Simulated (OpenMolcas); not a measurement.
Run report: CH5NOSi, energy and gradient calculation (part 2 of 2)

CH5NOSi, SMILES OC=N[SiH3]; CASSCF/ANO-S-VDZ (OpenMolcas 26.06). The geometry comes from this level: GFN2-xTB.

Geometry of the input (Å):
```
O  -1.1489  2.1285  0.2280
C  -0.6479  0.9273  0.4965
N  -0.0026  0.2711  -0.3499
Si 0.7482  -1.2790  -0.2926
H  -0.9264  2.3707  -0.6854
H  -0.8882  0.6396  1.5249
H  1.7502  -1.3502  0.7733
H  -0.2470  -2.3319  -0.0813
H  1.3626  -1.3761  -1.6135
```

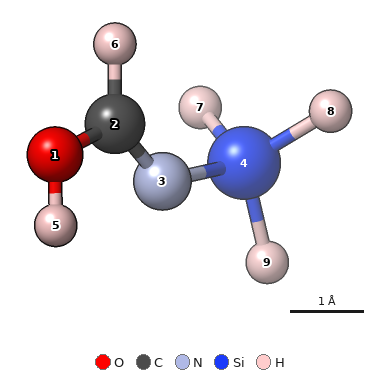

*The input geometry (ball-and-stick view, seen at an oblique angle; atoms are numbered from 1 in the order of the input).*

**The program's output, continued**
```
      ************************************************************************************************************************
      *                                                    Final results                                                     *
      ************************************************************************************************************************

++    Final optimization conditions:
      ------------------------------

      Average CI energy                            -458.84762350
      RASSCF energy for state  1                   -458.94407971
      Super-CI energy                                -0.00000000
      RASSCF energy change                           -0.00000000
      Max change in MO coefficients               3.945E-06
      Max non-diagonal density matrix element     2.618E-06
      Maximum BLB matrix element                 -2.458E-07
      (orbital pair  19,  24 in symmetry   1)
      Norm of electronic gradient            6.571E-02
--

      Final state energy(ies):
      ------------------------

::    RASSCF root number  1 Total energy:   -458.94407971
::    RASSCF root number  2 Total energy:   -458.75116730
      Von Neumann Entropy (Root   1) =  0.38462

      Mulliken population analysis for root number:  1
      -----------------------------------------------

++    Molecular charges:
      ------------------

      Mulliken charges per centre
      ---------------------------

                O1      C2      N3      SI4     H5      H6      H7      H8      H9
      Total    8.5223  5.8603  7.6432 13.1156  0.5938  0.7675  1.1504  1.1819  1.1650

      N-E     -0.5223  0.1397 -0.6432  0.8844  0.4062  0.2325 -0.1504 -0.1819 -0.1650

      Total electronic charge=   40.000000

      Total            charge=   -0.000000
--

      Expectation values of various properties for root number:  1
      -----------------------------------------------------------

++    Molecular properties:
      ---------------------

      Charge (e):
                      =   -0.0000
      Dipole Moment (debye):
      Origin of the operator (angstrom)=   -0.0559    0.1483   -0.0475
                   X=  7.3106E-01               Y= -1.7392E+00               Z=  5.8895E-01           Total=  1.9764E+00
      Quadrupole Moment (debye*angstrom):
      Origin of the operator (angstrom)=   -0.0559    0.1483   -0.0475
                  XX= -3.6007E+01              XY=  1.5594E+00              XZ=  1.4344E+00              YY= -3.6087E+01
                  YZ= -3.1291E+00              ZZ= -3.3937E+01
      In traceless form (debye*angstrom)
                  XX= -9.9464E-01              XY=  2.3391E+00              XZ=  2.1516E+00              YY= -1.1157E+00
                  YZ= -4.6936E+00              ZZ=  2.1104E+00
--

      LoProp population analysis for root number:  1
      -----------------------------------------------

++    LoProp analysis:
      ----------------

++    Static properties:
      ------------------

      LoProp Charges per center

                   O1       C2       N3       SI4      H5       H6       H7       H8       H9
      Nuclear      8.0000   6.0000   7.0000  14.0000   1.0000   1.0000   1.0000   1.0000   1.0000
      Electronic  -8.4887  -5.7205  -7.5988 -13.3063  -0.6803  -0.9003  -1.0996  -1.1094  -1.0961

      Total       -0.4887   0.2795  -0.5988   0.6937   0.3197   0.0997  -0.0996  -0.1094  -0.0961
--

      Natural Bond Order analysis for root number:  1

++    Natural Bond Order analysis
      ---------------------------
      Based on LoProp computed density
      -------------------------------------------------------------------------------------
      Atom A       Atom B       Bond Order
      -------------------------------------------------------------------------------------
      NBO located      0.999 non-bonded electrons on atom O1
      NBO located      1.000 non-bonded electrons on atom C2
      NBO located      0.939 non-bonded electrons on atom C2
      NBO located      0.999 non-bonded electrons on atom N3
      NBO located      1.000 non-bonded electrons on atom SI4
      NBO located      0.996 non-bonded electrons on atom SI4
      NBO located      0.997 non-bonded electrons on atom SI4
      NBO located      0.998 non-bonded electrons on atom SI4
      NBO located      0.998 non-bonded electrons on atom SI4
      The remaining   12.902 electrons are to be considered as diffuse
--

--

      Von Neumann Entropy (Root   2) =  1.10547

      Mulliken population analysis for root number:  2
      -----------------------------------------------

++    Molecular charges:
      ------------------

      Mulliken charges per centre
      ---------------------------

                O1      C2      N3      SI4     H5      H6      H7      H8      H9
      Total    8.5271  6.1028  7.4372 13.1030  0.6194  0.7191  1.1490  1.1797  1.1626

      N-E     -0.5271 -0.1028 -0.4372  0.8970  0.3806  0.2809 -0.1490 -0.1797 -0.1626

      Total electronic charge=   40.000000

      Total            charge=   -0.000000
--

      Expectation values of various properties for root number:  2
      -----------------------------------------------------------

++    Molecular properties:
      ---------------------

      Charge (e):
                      =   -0.0000
      Dipole Moment (debye):
      Origin of the operator (angstrom)=   -0.0559    0.1483   -0.0475
                   X=  1.4457E+00               Y= -1.8563E+00               Z= -1.1179E+00           Total=  2.6049E+00
      Quadrupole Moment (debye*angstrom):
      Origin of the operator (angstrom)=   -0.0559    0.1483   -0.0475
                  XX= -3.7659E+01              XY=  1.4806E+00              XZ=  1.1075E+00              YY= -3.6132E+01
                  YZ= -5.0646E+00              ZZ= -3.2739E+01
      In traceless form (debye*angstrom)
                  XX= -3.2235E+00              XY=  2.2209E+00              XZ=  1.6612E+00              YY= -9.3317E-01
                  YZ= -7.5970E+00              ZZ=  4.1567E+00
--

      LoProp population analysis for root number:  2
      -----------------------------------------------

++    LoProp analysis:
      ----------------

++    Static properties:
      ------------------

      LoProp Charges per center

                   O1       C2       N3       SI4      H5       H6       H7       H8       H9
      Nuclear      8.0000   6.0000   7.0000  14.0000   1.0000   1.0000   1.0000   1.0000   1.0000
      Electronic  -8.4904  -5.9788  -7.3929 -13.3135  -0.6737  -0.8455  -1.1042  -1.1135  -1.0875

      Total       -0.4904   0.0212  -0.3929   0.6865   0.3263   0.1545  -0.1042  -0.1135  -0.0875
--

      Natural Bond Order analysis for root number:  2

++    Natural Bond Order analysis
      ---------------------------
      Based on LoProp computed density
      -------------------------------------------------------------------------------------
      Atom A       Atom B       Bond Order
      -------------------------------------------------------------------------------------
      NBO located      0.999 non-bonded electrons on atom O1
      NBO located      0.999 non-bonded electrons on atom C2
      NBO located      0.910 non-bonded electrons on atom C2
      NBO located      0.999 non-bonded electrons on atom N3
      NBO located      0.931 non-bonded electrons on atom N3
      NBO located      1.000 non-bonded electrons on atom SI4
      NBO located      0.996 non-bonded electrons on atom SI4
      NBO located      0.997 non-bonded electrons on atom SI4
      NBO located      0.998 non-bonded electrons on atom SI4
      NBO located      0.998 non-bonded electrons on atom SI4
      The remaining   11.391 electrons are to be considered as diffuse
--

--

      Average orbitals are written to the RASORB file
      Natural orbitals for root   1 are written to the RASORB.1 file
      Natural orbitals for root   2 are written to the RASORB.2 file
      Spin density orbitals for root   1 are written to the SPDORB.1 file
      Spin density orbitals for root   2 are written to the SPDORB.2 file

--- Stop Module: rasscf /rc=_RC_ALL_IS_WELL_ ---
           step13.SpdOrb.1 step13.SpdOrb.2 xmldump
--- Module rasscf spent 1 second ---

--- Start Module: alaska ---

                                              &ALASKA

                       available to each process: 1.9 GB of memory, 1 thread

--- Stop Module: alaska /rc=_RC_INVOKED_OTHER_MODULE_ ---

--- Start Module: mclr ---

                                               &MCLR

                       available to each process: 1.9 GB of memory, 1 thread

 Ordinary integral handling
 No .RLXPT2  or MCKINT  , I hope that is OK
 Seward mode is assumed, reading perturbation from ONEINT
 OrdInt status: non-squared

++   Wave function specifications:
     -----------------------------

     Number of closed shell electrons             34
     Number of electrons in active shells          6
     Max number of holes in RAS1 space             0
     Max number of electrons in RAS3 space         0
     Number of inactive orbitals                  17
     Number of active orbitals                     6
     Number of secondary orbitals                 27
     Spin quantum number                         0.0
     State symmetry                                1
     Number of CI roots                            2
     States considered                             1     2
     Weights                                   0.500 0.500

     Symmetry species                              1
     Skipped sym. species                          0
     Frozen orbitals                               0
     Inactive orbitals                            17
     Active orbitals                               6
     RAS1 orbitals                                 0
     RAS2 orbitals                                 6
     RAS3 orbitals                                 0
     Deleted orbitals                              0
     Number of basis functions                    50
     Number of orbitals                           50
     Number of configurations                    175
     Number of combinations                      210
     Natural orbitals are used in the last CI
     RASSCF state energy =           -458.9440797129
     Size of explicit Hamiltonian in PCG:        100
--

     Convergence threshold=               1.0000E-04
     Max number of iterations in PCG:            200
     Lagrangian multipliers are calculated for state no.   1

        Iteration       Delta           Res(kappa)       Res(CI)          DeltaK           DeltaC
 Warning perturbation number                     1  might diverge
            1      2.688414827E-01  4.280012951E-02  3.635756931E-02  6.301214612E-04  1.570564561E-03
            2      1.387672687E-01  2.550772015E-02  2.293642395E-02  5.855476103E-04  5.503752595E-04
            3      2.521545125E-01  5.199417421E-02  3.016222766E-02  1.019191671E-03  1.044897939E-03
            4      1.756631576E-01  3.373099807E-02  2.944345258E-02  4.343245840E-04  1.003621122E-03
            5      7.510208794E-02  2.376544073E-02  1.564491947E-02  2.819347503E-04  3.328368748E-04
            6      1.375619946E-02  1.090485239E-02  7.804971726E-03  5.371157841E-05  5.889409377E-05
            7      2.701221975E-03  4.810856992E-03  3.926909985E-03  9.070309637E-06  1.304138751E-05
            8      6.204118943E-04  2.061555405E-03  1.750202026E-03  2.691500873E-06  2.387074689E-06
            9      1.629508657E-04  9.165562347E-04  9.801586029E-04  4.859912156E-07  8.478940499E-07
           10      6.824325128E-05  6.810008936E-04  5.598680313E-04  3.257366419E-07  2.328898309E-07
           11      2.057399954E-05  4.810333313E-04  3.233304507E-04  7.818906038E-08  9.022584630E-08
           12      5.165982783E-06  2.618773341E-04  1.441179201E-04  2.119219348E-08  2.109557397E-08
           13      1.220282219E-06  9.075637218E-05  6.540131948E-05  3.152419932E-09  6.836581747E-09
      Perturbation no:    1 converged in   13 steps.

++    Molecular properties:
      ---------------------

      Charge (e):
                      =   -0.0000
      Dipole Moment (debye):
      Origin of the operator (angstrom)=   -0.0559    0.1483   -0.0475
                   X=  8.9908E-01               Y= -1.8743E+00               Z=  3.9809E-01           Total=  2.1166E+00
      Quadrupole Moment (debye*angstrom):
      Origin of the operator (angstrom)=   -0.0559    0.1483   -0.0475
                  XX= -3.5868E+01              XY=  1.9340E+00              XZ=  1.4144E+00              YY= -3.5896E+01
                  YZ= -3.4467E+00              ZZ= -3.3835E+01
      In traceless form (debye*angstrom)
                  XX= -1.0021E+00              XY=  2.9010E+00              XZ=  2.1216E+00              YY= -1.0444E+00
                  YZ= -5.1700E+00              ZZ=  2.0464E+00
--

      The response parameters are written to the file RESP.
--- Stop Module: mclr /rc=_RC_ALL_IS_WELL_ ---

--- Start Module: alaska ---

                                              &ALASKA

                       available to each process: 1.9 GB of memory, 1 thread

                     Threshold for contributions to the gradient: 1.000E-07

                    ********************************************
                    * Symmetry Adapted Cartesian Displacements *
                    ********************************************

           Irreducible representation : a
           Basis function(s) of irrep: x, y, xy, Rz, z, xz, Ry, yz, Rx, I

 Basis Label        Type   Center Phase
   1   O1           x         1     1
   2   O1           y         1     1
   3   O1           z         1     1
   4   C2           x         2     1
   5   C2           y         2     1
   6   C2           z         2     1
   7   N3           x         3     1
   8   N3           y         3     1
   9   N3           z         3     1
  10   SI4          x         4     1
  11   SI4          y         4     1
  12   SI4          z         4     1
  13   H5           x         5     1
  14   H5           y         5     1
  15   H5           z         5     1
  16   H6           x         6     1
  17   H6           y         6     1
  18   H6           z         6     1
  19   H7           x         7     1
  20   H7           y         7     1
  21   H7           z         7     1
  22   H8           x         8     1
  23   H8           y         8     1
  24   H8           z         8     1
  25   H9           x         9     1
  26   H9           y         9     1
  27   H9           z         9     1

                     No automatic utilization of translational and rotational invariance of the energy is employed.

 Conventional ERI gradients!

 **************************************************
 *              Molecular gradients               *
 **************************************************

  Irreducible representation: a
 ------------------------------------------------------------------------------------------
                              X                       Y                       Z
 ------------------------------------------------------------------------------------------
  O1                1.33851123803881E-02   -4.02798635122679E-02    1.59280817938510E-02
  C2                5.05099364388073E-03    1.86801135070049E-02   -4.18167739909450E-02
  N3                2.78015660821929E-03   -1.26590918976192E-02    1.28363134538549E-02
  SI4              -1.18106050563656E-02    2.66469721080451E-02    1.61795184842816E-02
  H5                4.79343331049298E-03   -7.20399695309015E-03   -2.15529624089239E-03
  H6               -1.71197764046171E-04   -8.64724291499419E-04    5.57765864610982E-03
  H7               -1.50070000103670E-02   -2.27317940623251E-04   -1.51206587966071E-02
  H8                8.75422507573198E-03    7.47389736819759E-03   -9.94399461914486E-04
  H9               -7.77511818797394E-03    8.43401161188251E-03    9.56555611226717E-03
 ------------------------------------------------------------------------------------------

--- Stop Module: alaska /rc=_RC_ALL_IS_WELL_ ---
--- Module alaska spent 3 seconds ---

.##################.
.# Happy landing! #.
.##################.

    Timing: Wall=8.29 User=7.46 System=0.75
```

**Key numbers**

| quantity | value |
| --- | --- |
| outcome | converged |
| total energy | −458.944080 hartree |
| CASSCF energy | −458.944080 hartree |
| basis functions | 50 |
| largest force | 2.369 eV/Å |
| hardware | 1 thread of Intel Xeon @ 2.50GHz (Skylake/Cascade Lake), 64 GiB of memory available, shared host |
| wall time | 8.7 s |
| peak memory | 0.38 GiB |
